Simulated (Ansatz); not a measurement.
**C₂H₉N₂Ta: density, localisation and related maps**

Input file:

```
crystal:
  periodic: [false, false, false]
  atoms:
    - {symbol: C, position_ang: [-1.948970, -0.244099, -0.396692]}
    - {symbol: Ta, position_ang: [0.108505, 0.332616, 0.004891]}
    - {symbol: C, position_ang: [1.085489, -1.249833, 1.131196]}
    - {symbol: N, position_ang: [0.083780, 1.782835, 1.009727]}
    - {symbol: N, position_ang: [1.088479, 0.758700, -1.661114]}
    - {symbol: H, position_ang: [-2.441872, -0.521584, 0.543408]}
    - {symbol: H, position_ang: [-2.544161, 0.553454, -0.849762]}
    - {symbol: H, position_ang: [-1.989061, -1.115232, -1.064258]}
    - {symbol: H, position_ang: [0.484387, -1.493977, 2.016022]}
    - {symbol: H, position_ang: [2.084617, -0.980458, 1.484420]}
    - {symbol: H, position_ang: [1.176201, -2.162639, 0.527337]}
    - {symbol: H, position_ang: [0.057234, 2.596271, 1.600417]}
    - {symbol: H, position_ang: [1.509554, 1.637107, -1.920796]}
    - {symbol: H, position_ang: [1.232817, 0.077539, -2.395994]}
basis:
  gaussian: {orbitals: def2-TZVPP}
hamiltonian: {xc: pbe0, dispersion: d4}
output: {orbitals: {seedname: orbitals}}
```

Launched as:

```sh
ansatz run in.yaml --threads 4 --pin off --events-out ev --progress --plain --max-ram 11315MiB
```

Geometry: PBE0-D4/def2-TZVP; core potentials replace the inner electrons of Ta.

All numbers below come from RKS PBE0-D4/def2-TZVPP in Ansatz.

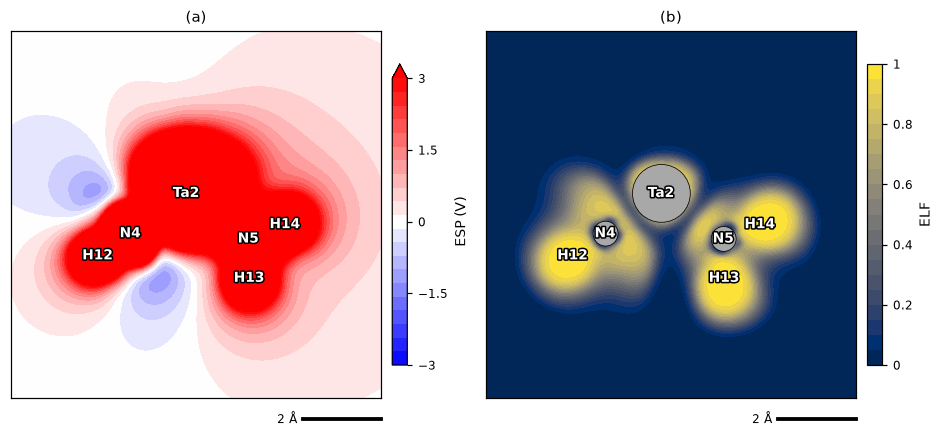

Figure 1. (a) molecular electrostatic potential; (b) electron localisation function on the plane of atoms H13, N5 and H14. Grey discs cover the atomic cores in the ELF map.

What do the fields say about this system?

Answer. The plane passes through Ta, N and H nuclei. Ta–N (1.76 Å): the ELF peaks at about 0.80 in the valence shell of N, 0.5 Å from its nucleus, and drops to about 0.30 between the two atoms. N–H (1.01 Å): the ELF climbs to about 1 towards the hydrogen, as it does in any bond to H; a covalent bond by its length. Ta–N (1.98 Å): the ELF peaks at about 0.90 in the valence shell of N, 0.6 Å from its nucleus, and is about 0.30 at the midpoint. Outside the dense part of the molecule the potential is most negative (−1.2 V) near N4.

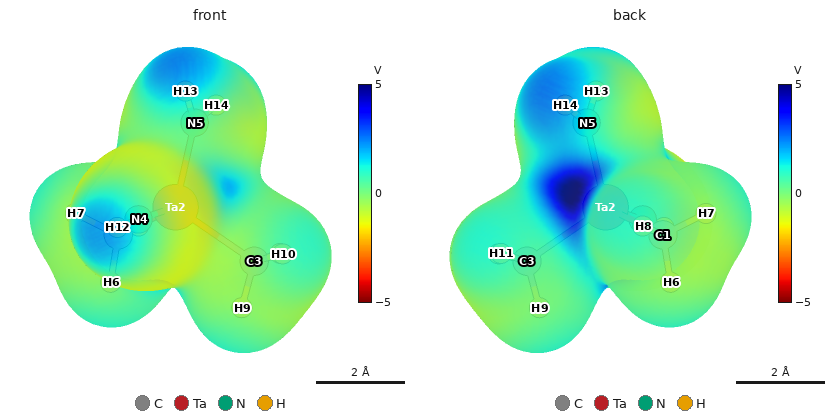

Figure 2. The molecular electrostatic potential painted on the density surface at 0.004 e/bohr³, seen from the front and from behind; red is negative and blue positive.

Describe the electrostatic potential map.

Answer. The most negative region (about −1.3 V) lies over N4, the most positive (about +4.8 V) over Ta2. N4 is the likeliest acceptor of a hydrogen bond.

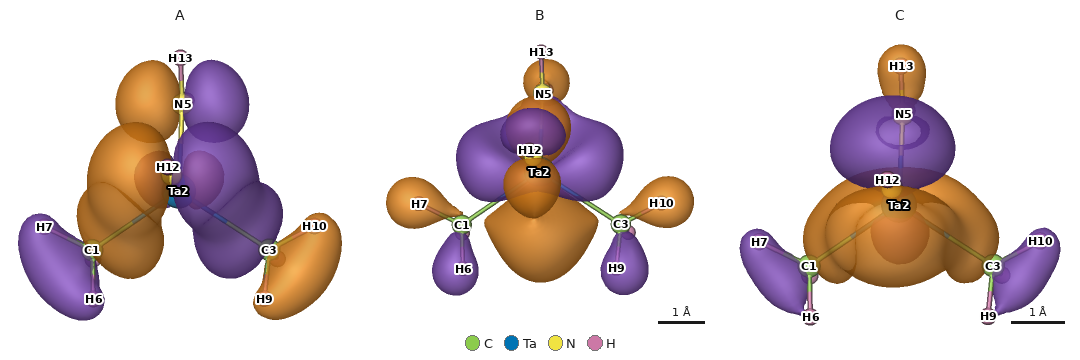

Figure 3. Three frontier orbitals at ±0.08 Å⁻³ᐟ² (orange and purple are the two phases), in no order.

Order the three orbitals by energy and name them.

Answer. C is the HOMO−1 (−7.44 eV). By Hirshfeld shares it lies mainly on N4 (about 55 %) and Ta2 (about 25 %). A is the HOMO (−7.03 eV). Its weight (Hirshfeld) is mainly on N4 (about 30 %), Ta2 (about 20 %), C1 (about 15 %), C3 (about 15 %) and N5 (about 10 %). B is the LUMO (−0.79 eV). By Hirshfeld shares it lies mainly on Ta2 (about 65 %), N4 (about 5 %), C1 (about 5 %) and C3 (about 5 %).

What is the HOMO–LUMO gap?

Answer. 6.24 eV between the orbital energies.

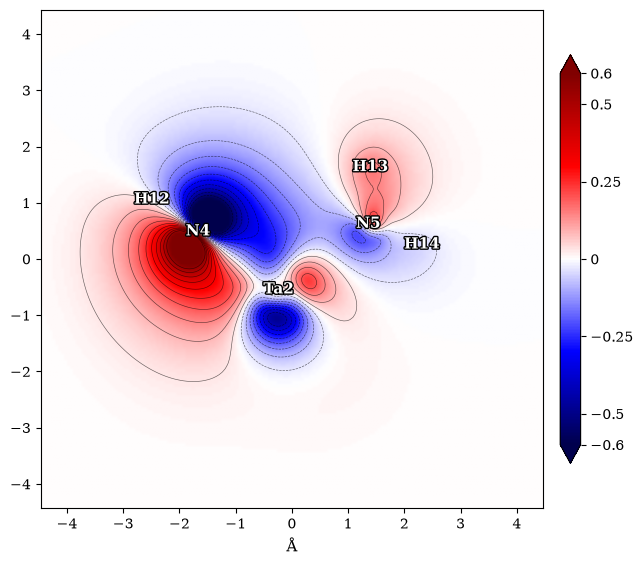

Figure 4. The HOMO−1 on the plane of atoms Ta2, N5 and H14 (values in Å⁻³ᐟ²; the overall sign is arbitrary).

Where does this orbital lie, and at what energy?

Answer. By Hirshfeld shares it lies mainly on N4 (about 55 %) and Ta2 (about 25 %). Its energy is −7.44 eV.
